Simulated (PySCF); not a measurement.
A series of calculations on SiNH₇

### Relaxation

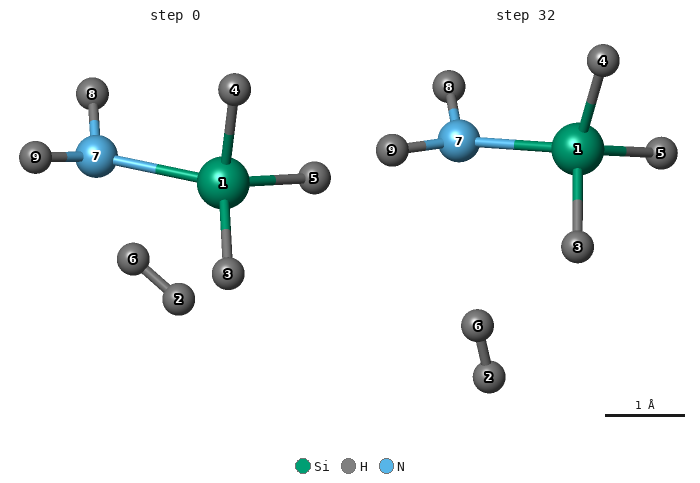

The structure of SiNH7 (started from a transition state, displaced along its imaginary mode) before (left) and after (right) a relaxation, at one scale.

The picture is a ball-and-stick view, seen at a tilt.

All numbers below come from RKS PBE0-D4/def2-TZVP, density fitting in PySCF. 

Q: Summarise the run.

A: Over 32 geometry steps the energy falls by 32.5 kcal/mol. H2 moves most after the best rigid fit: 1.44 Å. By element the largest moves are H 1.44 Å, Si 0.53 Å, N 0.33 Å. Some distances before and after: Si1–H2 2.042 → 4.003 Å, Si1–H6 1.982 → 3.385 Å, H6–N7 1.506 → 2.736 Å, Si1–N7 1.802 → 1.722 Å. Among the angles between lasting bonds that change: H4–Si1–N7 99.6° → 115.8°, H3–Si1–N7 115.8° → 107.8°, Si1–N7–H8 115.9° → 119.3°.

### Relaxation

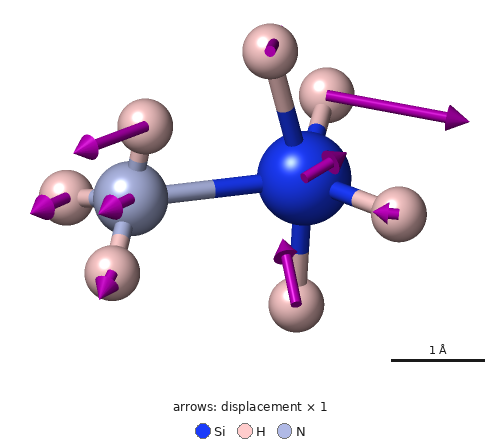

This is a relaxation of SiNH7 (started from a transition state, displaced along its imaginary mode). The starting structure is drawn; purple arrows show the displacements, at their true length. The two geometries are superimposed by the best rigid fit.

The picture is a ball-and-stick view, seen at a tilt.

Method: RKS PBE0-D4/def2-TZVP, density fitting (PySCF 2.14.0). 

Q: Describe the change and its energy.

A: An H atom moves most after the best rigid fit: 1.58 Å. Largest moves by element: H 1.58 Å, Si 0.63 Å, N 0.54 Å. Some distances before and after: H–Si 2.039 → 3.545 Å, N–Si 1.959 → 3.031 Å, H–Si 1.706 → 1.483 Å, H–N 0.893 → 1.013 Å. Bonds break, among them: N–Si (1.96 → 3.03 Å). Among the angles between lasting bonds that change: H–Si–H 163.8° → 111.6°, H–Si–H 89.1° → 111.6°, H–Si–H 89.1° → 107.3°. After 64 geometry steps the energy has fallen by 48.3 kcal/mol. The run took 4.2 min on 4 threads of Arm Neoverse V1, on a shared host.

### Reaction

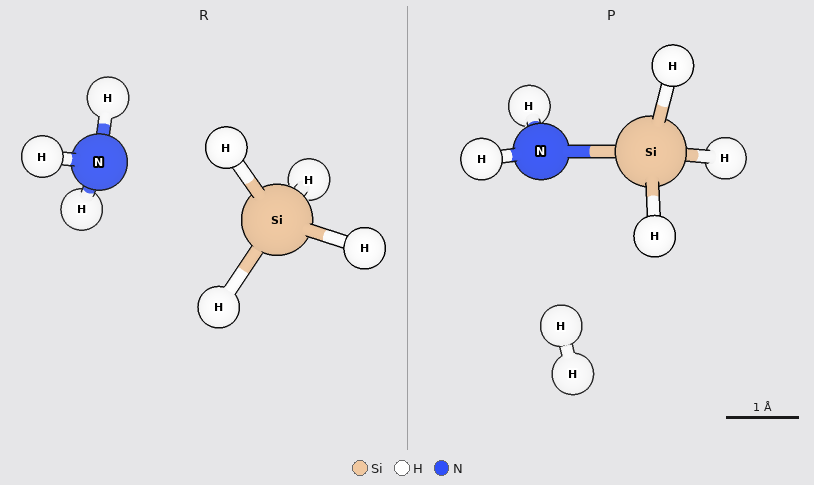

Reactant (R) and product (P) of one elementary step of SiNH7. The picture is a ball-and-stick view, seen at a tilt.

Stationary points at PBE0-D4/def2-TZVP, single-point energies with CCSD(T)/CBS (def2-TZVPP where no basis is named; PySCF 2.14.0). The energies are electronic, without zero-point or thermal terms, and both ends are the minima reached downhill from the saddle, with any fragments still in contact. CCSD(T)/CBS stands for a frozen-core estimate: MP2 correlation extrapolated from def2-TZVPP and def2-QZVPP, CCSD(T) minus MP2 from the smaller set.

Predict the saddle point between them and the barrier.

Answer. Counted by bonded pieces, R holds NH₃ + SiH₄ and P holds H₂ + SiH₅N. From R over the saddle to P, bonds form: N–Si (3.03 → 1.88 → 1.72 Å), H–H (3.13 → 1.17 → 0.75 Å). Bonds break: H–Si (1.48 → 1.87 → 4.00 Å), H–N (1.01 → 1.19 → 2.74 Å). The saddle has one imaginary mode, 1350i cm⁻¹. With CCSD(T)/CBS the barrier is 46.8 kcal/mol from R and 50.3 kcal/mol from P, and P lies 3.5 kcal/mol below R.

The saddle point in the same view, with dashed sticks for the bonds that form or break:

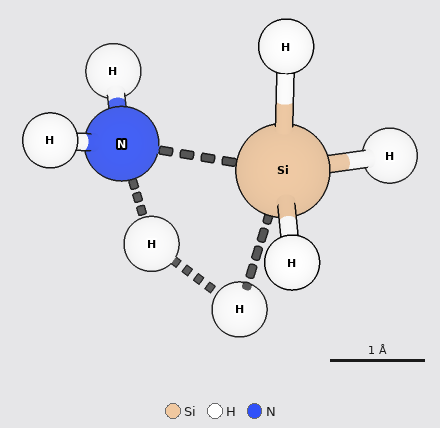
